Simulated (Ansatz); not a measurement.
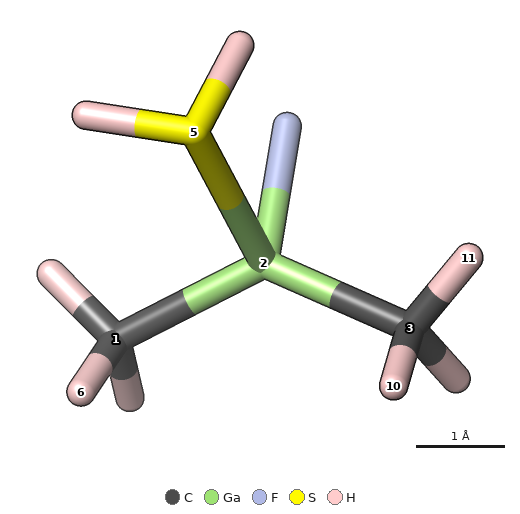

*The starting structure (stick view, seen at a tilt; atoms are numbered from 1 in the order of the input). Sticks mark near contacts.*

Molecular dynamics, with input and output: C$_{2}$H$_{8}$FGaS (part 1 of 3)

- system: C$_{2}$H$_{8}$FGaS, SMILES [CH3][Ga-]([CH3])([F])[SH2+]
- method: RKS revPBE-d3bjatm/def2-SVP (Ansatz 0.2.0)

The geometry comes from this level: PBE0-D4/def2-TZVP. Figures and captions count atoms from 1; the log counts them from 0 in places.

What the program printed:
```
Functional definition: revPBE
  name "revPBE"
  cite "Zhang & Yang, Phys. Rev. Lett. 80, 890 (1998) doi:10.1103/PhysRevLett.80.890"
  cite "Perdew, Burke & Ernzerhof, Phys. Rev. Lett. 77, 3865 (1996) doi:10.1103/PhysRevLett.77.3865"
  parameter kappa = 1.245
  parameter beta = 0.06672455060314922
  exchange = pbe_x(kappa = kappa, mu = beta*pi^2/3)
  correlation = pbe_c(beta = beta)
1488 factors; their error is unknown
mean field evaluation 1: about -68098.9725 eV, gradient 8.7e1 eV
mean field evaluation 2: about -68050.9076 eV, gradient 1.6e2 eV
mean field evaluation 4: about -68114.9568 eV, gradient 1.5e1 eV
mean field evaluation 8: about -68115.3508 eV, gradient 7.4e-2 eV
mean field evaluation 16: about -68115.2813 eV, gradient 9.4e-5 eV
mean field -68115.28126961 eV, -2503.1904164621 hartree, gradient 3.7e-5 eV, S^2 0.000000; 0 other end points of the search recorded, 0 dependent functions left out
the calculation of the forces begins
reference -68115.28132040 eV, -2503.1904183287 hartree; 38, 38 occupied and 94, 94 virtual orbitals, 1488 factors
md step     0: t =     0.00 fs  T =  1000.0 K  F+E_penalty+E_count = -68115.90825463 eV  E_kin = 1.421860 eV  conserved = -68114.48639464 eV  (29 SCF iters)
these checks for a lower state are left out or cut short: starts, cluster_reference, orbital_swaps, neighbouring_geometries, increment
1488 factors; their error is unknown
mean field -68115.29287967 eV, -2503.1908431243 hartree, gradient 1.7e-5 eV, S^2 0.000000; 0 other end points of the search recorded, 0 dependent functions left out
the calculation of the forces begins
reference -68115.29293056 eV, -2503.1908449944 hartree; 38, 38 occupied and 94, 94 virtual orbitals, 1488 factors
md step     1: t =     0.50 fs  T =  1007.7 K  F+E_penalty+E_count = -68115.91922335 eV  E_kin = 1.432830 eV  conserved = -68114.48639327 eV  (30 SCF iters, 3 dispersion substeps)
[... from here on the SCF iterations and repeated set-up lines of each step are left out, up to the last step ...]
md step     2: t =     1.00 fs  T =   980.7 K  F+E_penalty+E_count = -68115.87998315 eV  E_kin = 1.394426 eV  conserved = -68114.48555630 eV  (29 SCF iters, 3 dispersion substeps)
md step     3: t =     1.50 fs  T =   927.2 K  F+E_penalty+E_count = -68115.80263896 eV  E_kin = 1.318313 eV  conserved = -68114.48432648 eV  (29 SCF iters, 3 dispersion substeps)
md step     4: t =     2.00 fs  T =   859.9 K  F+E_penalty+E_count = -68115.70582774 eV  E_kin = 1.222722 eV  conserved = -68114.48311210 eV  (30 SCF iters, 3 dispersion substeps)
md step     5: t =     2.50 fs  T =   792.1 K  F+E_penalty+E_count = -68115.60841165 eV  E_kin = 1.126269 eV  conserved = -68114.48216296 eV  (29 SCF iters, 3 dispersion substeps)
md step     6: t =     3.00 fs  T =   734.2 K  F+E_penalty+E_count = -68115.52542123 eV  E_kin = 1.043901 eV  conserved = -68114.48156449 eV  (29 SCF iters, 3 dispersion substeps)
md step     7: t =     3.50 fs  T =   692.9 K  F+E_penalty+E_count = -68115.46648339 eV  E_kin = 0.985262 eV  conserved = -68114.48130118 eV  (30 SCF iters, 3 dispersion substeps)
md step     8: t =     4.00 fs  T =   671.4 K  F+E_penalty+E_count = -68115.43586111 eV  E_kin = 0.954655 eV  conserved = -68114.48133447 eV  (31 SCF iters, 3 dispersion substeps)
md step     9: t =     4.50 fs  T =   669.2 K  F+E_penalty+E_count = -68115.43297466 eV  E_kin = 0.951521 eV  conserved = -68114.48164594 eV  (31 SCF iters, 3 dispersion substeps)
md step    10: t =     5.00 fs  T =   682.8 K  F+E_penalty+E_count = -68115.45273889 eV  E_kin = 0.970778 eV  conserved = -68114.48223302 eV  (30 SCF iters, 3 dispersion substeps)
md step    11: t =     5.50 fs  T =   705.5 K  F+E_penalty+E_count = -68115.48576955 eV  E_kin = 1.003073 eV  conserved = -68114.48306602 eV  (29 SCF iters, 3 dispersion substeps)
md step    12: t =     6.00 fs  T =   728.3 K  F+E_penalty+E_count = -68115.51908482 eV  E_kin = 1.035541 eV  conserved = -68114.48403012 eV  (31 SCF iters, 3 dispersion substeps)
md step    13: t =     6.50 fs  T =   741.2 K  F+E_penalty+E_count = -68115.53813061 eV  E_kin = 1.053865 eV  conserved = -68114.48488431 eV  (30 SCF iters, 3 dispersion substeps)
md step    14: t =     7.00 fs  T =   735.8 K  F+E_penalty+E_count = -68115.53065575 eV  E_kin = 1.046139 eV  conserved = -68114.48528289 eV  (30 SCF iters, 3 dispersion substeps)
md step    15: t =     7.50 fs  T =   708.9 K  F+E_penalty+E_count = -68115.49194666 eV  E_kin = 1.007955 eV  conserved = -68114.48491672 eV  (30 SCF iters, 3 dispersion substeps)
md step    16: t =     8.00 fs  T =   665.7 K  F+E_penalty+E_count = -68115.42916113 eV  E_kin = 0.946481 eV  conserved = -68114.48376965 eV  (31 SCF iters, 3 dispersion substeps)
md step    17: t =     8.50 fs  T =   618.9 K  F+E_penalty+E_count = -68115.36102005 eV  E_kin = 0.879968 eV  conserved = -68114.48231104 eV  (31 SCF iters, 3 dispersion substeps)
md step    18: t =     9.00 fs  T =   584.1 K  F+E_penalty+E_count = -68115.31038681 eV  E_kin = 0.830497 eV  conserved = -68114.48132279 eV  (31 SCF iters, 3 dispersion substeps)
md step    19: t =     9.50 fs  T =   571.7 K  F+E_penalty+E_count = -68115.29259811 eV  E_kin = 0.812875 eV  conserved = -68114.48134161 eV  (30 SCF iters, 3 dispersion substeps)
md step    20: t =    10.00 fs  T =   581.8 K  F+E_penalty+E_count = -68115.30759268 eV  E_kin = 0.827182 eV  conserved = -68114.48223136 eV  (31 SCF iters, 3 dispersion substeps)
md step    21: t =    10.50 fs  T =   605.2 K  F+E_penalty+E_count = -68115.34178847 eV  E_kin = 0.860463 eV  conserved = -68114.48337192 eV  (31 SCF iters, 3 dispersion substeps)
md step    22: t =    11.00 fs  T =   629.6 K  F+E_penalty+E_count = -68115.37714990 eV  E_kin = 0.895252 eV  conserved = -68114.48419705 eV  (31 SCF iters, 3 dispersion substeps)
md step    23: t =    11.50 fs  T =   645.6 K  F+E_penalty+E_count = -68115.39983640 eV  E_kin = 0.917906 eV  conserved = -68114.48450740 eV  (31 SCF iters, 3 dispersion substeps)
md step    24: t =    12.00 fs  T =   648.5 K  F+E_penalty+E_count = -68115.40365377 eV  E_kin = 0.922116 eV  conserved = -68114.48441305 eV  (31 SCF iters, 3 dispersion substeps)
md step    25: t =    12.50 fs  T =   638.5 K  F+E_penalty+E_count = -68115.38880736 eV  E_kin = 0.907872 eV  conserved = -68114.48412360 eV  (30 SCF iters, 3 dispersion substeps)
md step    26: t =    13.00 fs  T =   617.9 K  F+E_penalty+E_count = -68115.35890529 eV  E_kin = 0.878625 eV  conserved = -68114.48378998 eV  (30 SCF iters, 3 dispersion substeps)
md step    27: t =    13.50 fs  T =   590.1 K  F+E_penalty+E_count = -68115.31863579 eV  E_kin = 0.839016 eV  conserved = -68114.48345604 eV  (30 SCF iters, 3 dispersion substeps)
md step    28: t =    14.00 fs  T =   558.4 K  F+E_penalty+E_count = -68115.27295193 eV  E_kin = 0.794014 eV  conserved = -68114.48310151 eV  (31 SCF iters, 3 dispersion substeps)
md step    29: t =    14.50 fs  T =   526.8 K  F+E_penalty+E_count = -68115.22722755 eV  E_kin = 0.749003 eV  conserved = -68114.48271357 eV  (31 SCF iters, 3 dispersion substeps)
md step    30: t =    15.00 fs  T =   499.2 K  F+E_penalty+E_count = -68115.18734050 eV  E_kin = 0.709821 eV  conserved = -68114.48233429 eV  (31 SCF iters, 3 dispersion substeps)
md step    31: t =    15.50 fs  T =   479.7 K  F+E_penalty+E_count = -68115.15898441 eV  E_kin = 0.682070 eV  conserved = -68114.48205835 eV  (31 SCF iters, 3 dispersion substeps)
md step    32: t =    16.00 fs  T =   471.0 K  F+E_penalty+E_count = -68115.14624218 eV  E_kin = 0.669733 eV  conserved = -68114.48198955 eV  (31 SCF iters, 3 dispersion substeps)
md step    33: t =    16.50 fs  T =   473.8 K  F+E_penalty+E_count = -68115.15003081 eV  E_kin = 0.673673 eV  conserved = -68114.48219164 eV  (31 SCF iters, 3 dispersion substeps)
md step    34: t =    17.00 fs  T =   485.8 K  F+E_penalty+E_count = -68115.16718420 eV  E_kin = 0.690748 eV  conserved = -68114.48264659 eV  (31 SCF iters, 3 dispersion substeps)
md step    35: t =    17.50 fs  T =   502.3 K  F+E_penalty+E_count = -68115.19081711 eV  E_kin = 0.714203 eV  conserved = -68114.48323117 eV  (31 SCF iters, 3 dispersion substeps)
md step    36: t =    18.00 fs  T =   517.4 K  F+E_penalty+E_count = -68115.21229291 eV  E_kin = 0.735618 eV  conserved = -68114.48372937 eV  (31 SCF iters, 3 dispersion substeps)
md step    37: t =    18.50 fs  T =   526.2 K  F+E_penalty+E_count = -68115.22454858 eV  E_kin = 0.748168 eV  conserved = -68114.48390078 eV  (31 SCF iters, 3 dispersion substeps)
md step    38: t =    19.00 fs  T =   527.5 K  F+E_penalty+E_count = -68115.22564547 eV  E_kin = 0.750036 eV  conserved = -68114.48361893 eV  (31 SCF iters, 3 dispersion substeps)
md step    39: t =    19.50 fs  T =   524.6 K  F+E_penalty+E_count = -68115.22045802 eV  E_kin = 0.745954 eV  conserved = -68114.48301945 eV  (30 SCF iters, 3 dispersion substeps)
md step    40: t =    20.00 fs  T =   523.9 K  F+E_penalty+E_count = -68115.21843848 eV  E_kin = 0.744973 eV  conserved = -68114.48250433 eV  (31 SCF iters, 3 dispersion substeps)
md step    41: t =    20.50 fs  T =   530.8 K  F+E_penalty+E_count = -68115.22759837 eV  E_kin = 0.754691 eV  conserved = -68114.48248976 eV  (31 SCF iters, 3 dispersion substeps)
md step    42: t =    21.00 fs  T =   545.5 K  F+E_penalty+E_count = -68115.24846199 eV  E_kin = 0.775572 eV  conserved = -68114.48304604 eV  (31 SCF iters, 3 dispersion substeps)
md step    43: t =    21.50 fs  T =   562.7 K  F+E_penalty+E_count = -68115.27306947 eV  E_kin = 0.800035 eV  conserved = -68114.48380002 eV  (30 SCF iters, 3 dispersion substeps)
md step    44: t =    22.00 fs  T =   575.0 K  F+E_penalty+E_count = -68115.29034580 eV  E_kin = 0.817516 eV  conserved = -68114.48423949 eV  (30 SCF iters, 3 dispersion substeps)
md step    45: t =    22.50 fs  T =   577.8 K  F+E_penalty+E_count = -68115.29353652 eV  E_kin = 0.821496 eV  conserved = -68114.48412121 eV  (31 SCF iters, 3 dispersion substeps)
md step    46: t =    23.00 fs  T =   571.8 K  F+E_penalty+E_count = -68115.28390177 eV  E_kin = 0.813063 eV  conserved = -68114.48360576 eV  (31 SCF iters, 3 dispersion substeps)
md step    47: t =    23.50 fs  T =   561.9 K  F+E_penalty+E_count = -68115.26856262 eV  E_kin = 0.798950 eV  conserved = -68114.48307532 eV  (30 SCF iters, 3 dispersion substeps)
md step    48: t =    24.00 fs  T =   553.1 K  F+E_penalty+E_count = -68115.25503450 eV  E_kin = 0.786367 eV  conserved = -68114.48283165 eV  (31 SCF iters, 3 dispersion substeps)
md step    49: t =    24.50 fs  T =   547.7 K  F+E_penalty+E_count = -68115.24677894 eV  E_kin = 0.778736 eV  conserved = -68114.48291857 eV  (31 SCF iters, 3 dispersion substeps)
these checks for a lower state are left out or cut short: starts, cluster_reference, orbital_swaps, neighbouring_geometries, increment
1488 factors; their error is unknown
mean field -68114.61075792 eV, -2503.1657756122 hartree, gradient 2.4e-5 eV, S^2 0.000000; 0 other end points of the search recorded, 0 dependent functions left out
the calculation of the forces begins
reference -68114.61081039 eV, -2503.1657775403 hartree; 38, 38 occupied and 94, 94 virtual orbitals, 1488 factors
1488 factors; their error is unknown
mean field evaluation 416: about -68114.6419 eV, gradient 3.6e0 eV
mean field -68114.61075792 eV, -2503.1657756122 hartree, gradient 2.4e-5 eV, S^2 0.000000; 1 other end points of the search recorded, 0 dependent functions left out
the calculation of the forces begins
reference -68114.61081039 eV, -2503.1657775403 hartree; 38, 38 occupied and 94, 94 virtual orbitals, 1488 factors
md step    50: t =    25.00 fs  T =   545.0 K  F+E_penalty+E_count = -68115.24242090 eV  E_kin = 0.774859 eV  conserved = -68114.48316228 eV  (29 SCF iters, 3 dispersion substeps)
```

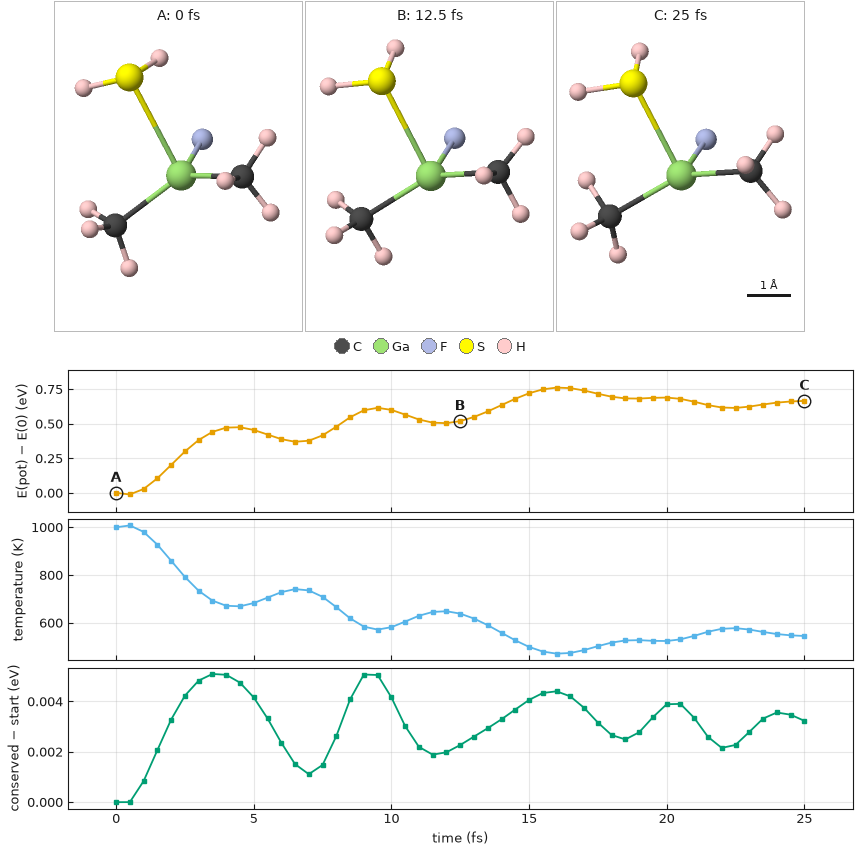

*Frames of the molecular dynamics (ball-and-stick, seen at a tilt) above the curves, on which the letters mark them.*

The trajectory kept here has 51 frames over 25 fs. The temperature starts at 1000 K, ranges from 471 to 1008 K and averages 540 K over the second half. The potential energy ends 0.666 eV above its first value. The conserved quantity stays within 0.0051 eV. After an unweighted best fit of the last frame on the first, the root-mean-square displacement is 0.39 Å.

```
Total energy: -68115.24247336 eV, -2503.1889907264 hartree
Atom 0 at    -1.609997    -0.967487     0.608449 Å, force    -0.652708     0.278159     0.475097 eV/Å
Atom 1 at    -0.039280    -0.129812    -0.362436 Å, force    -0.664600     0.348535    -1.562762 eV/Å
Atom 2 at     1.863495    -0.287559    -1.095482 Å, force    -0.316918    -1.870636    -1.236064 eV/Å
Atom 3 at    -0.891260     1.100319    -1.541411 Å, force     0.560206    -0.805218     0.639714 eV/Å
Atom 4 at     0.223828     1.793049     1.201616 Å, force     2.022973    -0.002101     0.458317 eV/Å
Atom 5 at    -1.400153    -1.529073     1.566227 Å, force     0.080479     0.325087    -0.517167 eV/Å
Atom 6 at    -2.222285    -0.019740     0.899813 Å, force     0.551196    -1.371689    -0.504728 eV/Å
Atom 7 at    -2.241571    -1.663275    -0.038858 Å, force     0.528114     0.761435     0.404755 eV/Å
Atom 8 at     2.002187    -1.121419    -1.930261 Å, force    -0.535046     1.243874     1.431606 eV/Å
Atom 9 at     2.713050    -0.422894    -0.422411 Å, force     0.165842    -0.257582     0.727983 eV/Å
Atom 10 at     2.080438     0.642350    -1.610768 Å, force    -0.131308     0.842565    -0.444751 eV/Å
Atom 11 at    -0.436159     2.790051     0.643564 Å, force    -0.765888     0.638660    -0.593170 eV/Å
Atom 12 at    -0.622176     1.597128     2.197382 Å, force    -0.842341    -0.131091     0.721171 eV/Å
Dipole moment:     0.109040     0.161728     0.791979 e Å
```

Trajectory as extended XYZ (Å, eV, eV/Å), 35 of the 51 frames kept, from step=0 to step=50:
```
13
Properties=species:S:1:pos:R:3:forces:R:3 step=0 time_fs=0.0 energy=-68115.90826 temperature=1000.0
C    -1.3933   -1.1945    0.5622    0.1795   0.1574  -0.0887
Ga   -0.0948   -0.1034   -0.4301    0.0937  -0.2128   0.0638
C     1.7628   -0.4564   -0.9582   -0.2212   0.0471   0.1016
F    -0.8877    1.1206   -1.4897   -0.2310   0.3494  -0.3202
S     0.2841    1.9221    1.2925    0.6655  -0.1061   0.3537
H    -0.9865   -1.5325    1.5179    0.2126  -0.1713   0.5016
H    -2.3085   -0.6289    0.7465   -0.4775   0.3048   0.0993
H    -1.6604   -2.0823   -0.0165   -0.1320  -0.4543  -0.3147
H     1.7907   -1.2124   -1.7471   -0.0049  -0.3913  -0.4116
H     2.3553   -0.8265   -0.1190    0.3085  -0.1896   0.4420
H     2.2305    0.4495   -1.3474    0.2393   0.4824  -0.1969
H    -0.1039    2.6494    0.2283   -0.1675   0.2112  -0.3891
H    -0.9678    1.8605    1.7754   -0.4650  -0.0270   0.1592
13
Properties=species:S:1:pos:R:3:forces:R:3 step=1 time_fs=0.5 energy=-68115.91922 temperature=1007.7
C    -1.3968   -1.1862    0.5641   -0.1794  -0.0183  -0.0318
Ga   -0.0938   -0.1050   -0.4281    0.1215  -0.0404   0.0007
C     1.7691   -0.4507   -0.9607   -0.6163  -0.5916  -0.4937
F    -0.8886    1.1221   -1.4918   -0.1895   0.2610  -0.2664
S     0.2832    1.9183    1.2899    0.1887   0.0951   0.2382
H    -0.9980   -1.5450    1.5220    0.1570  -0.0804   0.3424
H    -2.3224   -0.6115    0.7542   -0.0821   0.0180  -0.0169
H    -1.6543   -2.0799   -0.0307   -0.1285  -0.1363  -0.1176
H     1.7711   -1.2232   -1.7686    0.0813   0.1461   0.2110
H     2.3557   -0.8076   -0.1210    0.4552  -0.3624   0.5788
H     2.2321    0.4472   -1.3507    0.3354   0.7215  -0.3467
H    -0.1155    2.6727    0.2303   -0.0683  -0.0067  -0.0959
H    -0.9775    1.8586    1.7948   -0.0750  -0.0057  -0.0021
13
Properties=species:S:1:pos:R:3:forces:R:3 step=3 time_fs=1.5 energy=-68115.80264 temperature=927.2
C    -1.4041   -1.1697    0.5680   -0.7418  -0.4347   0.1384
Ga   -0.0917   -0.1082   -0.4242    0.1717   0.2919  -0.1279
C     1.7812   -0.4398   -0.9661   -1.2454  -1.5031  -1.3230
F    -0.8906    1.1252   -1.4962   -0.1078   0.0888  -0.1602
S     0.2813    1.9108    1.2848   -0.6647   0.5046   0.0597
H    -1.0200   -1.5705    1.5323    0.0186   0.1440  -0.0522
H    -2.3497   -0.5773    0.7694    0.5994  -0.4814  -0.2272
H    -1.6429   -2.0754   -0.0597   -0.1375   0.4525   0.2755
H     1.7329   -1.2429   -1.8088    0.3208   0.9591   1.1711
H     2.3603   -0.7728   -0.1207    0.6233  -0.6102   0.6897
H     2.2378    0.4482   -1.3600    0.4281   0.9998  -0.5565
H    -0.1389    2.7187    0.2341    0.1296  -0.4376   0.4228
H    -0.9966    1.8549    1.8331    0.6058   0.0263  -0.3101
```
